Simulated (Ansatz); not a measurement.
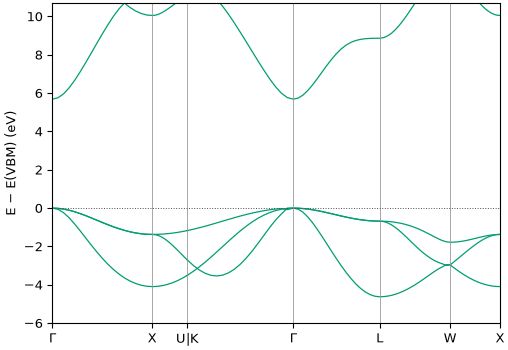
Figure: Band structure from DFT-r²SCAN in the program Ansatz with PAW potentials

Read off the gap and where the band edges lie.

About 5.7 eV (5.69 eV by a search for the band edges); maximum at Γ, minimum at Γ.

The material is MgO (rock salt, Fm-3m).

Symmetry was held in the r²SCAN relaxation.

Potentials: the later of the program's two PAW sets.
